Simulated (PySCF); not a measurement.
C3H5ClOSi (SMILES O=C[C+](Cl)[CH][SiH3]) (charge +1, doublet)

```xyz
11

O    -2.9617    0.0057    0.5933
C    -2.1725   -0.6668    0.0493
C    -0.7741   -0.1802   -0.4244
Cl   -0.9414    0.4127   -2.0077
C     0.2493   -0.2326    0.3886
Si    1.9700    0.6867    0.0952
H    -2.3070   -1.7288   -0.2310
H     0.1936   -0.7280    1.3450
H     2.8415   -0.4597    0.3749
H     1.8727    1.1368   -1.2915
H     2.0352    1.7569    1.0825
```

Geometry: GFN2-xTB.

Theory: PySCF, UKS B3LYP, pcH-1 on C Cl H O Si, non-relativistic, mean-field spin-orbit, GIAO.

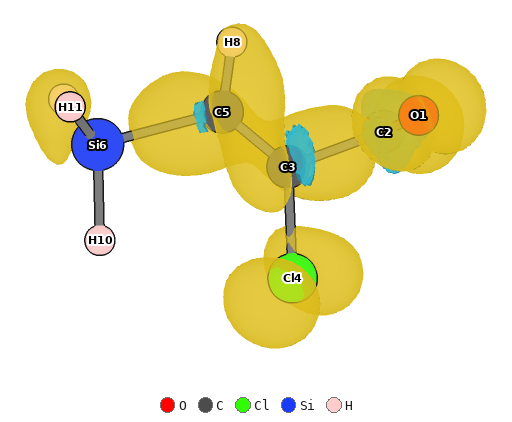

Figure 1. Isosurfaces of the spin density at +0.015 (yellow) and −0.015 e/Å³ (cyan), seen across its widest extent.

### Where is the unpaired spin?

The unpaired spin (1 electron) lies mostly on O1 (about 0.2), C5 (about 0.2), C3 (about 0.2), Cl4 (about 0.2) and H7 (about 0.1), in electrons by Hirshfeld's partition.

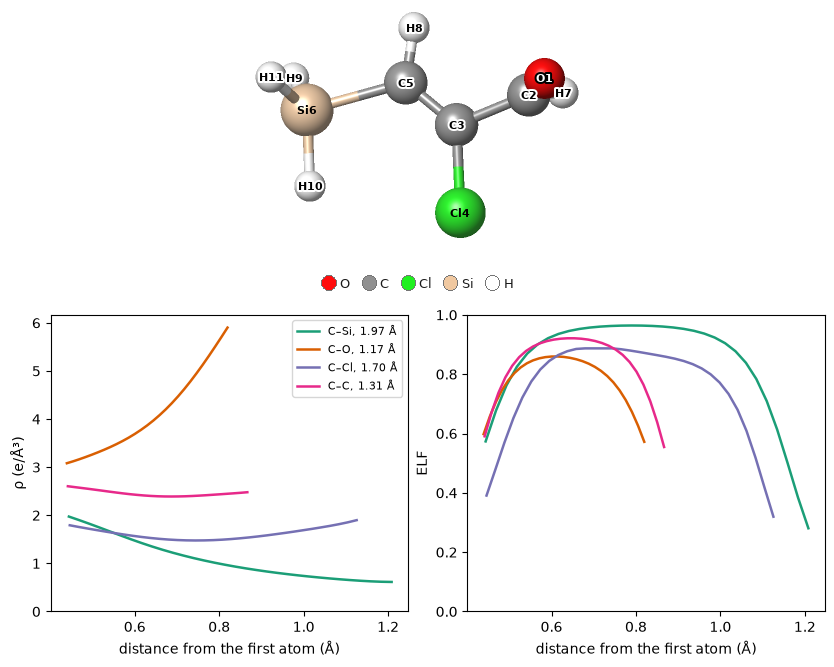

Figure 2. Electron density and electron localisation function along straight lines between neighbouring atoms. The curves leave out the atomic cores. The structure is drawn too.

### What kind of bonding do the profiles show?

C–Si (1.97 Å): the density is about 0.75 e/Å³ at the midpoint; the ELF peaks at about 0.95 between the atoms; a covalent bond.
C–O (1.17 Å): ρ is about 3.6 e/Å³ halfway; the ELF peaks at about 0.85 between the atoms; a multiple bond.
C–Cl (1.70 Å): the density is about 1.5 e/Å³ at the midpoint; the ELF peaks at about 0.90 between the atoms (a covalent bond).
C–C (1.31 Å): ρ at the midpoint is about 2.4 e/Å³; the ELF peaks at about 0.90 between the atoms: a short, multiple covalent bond.
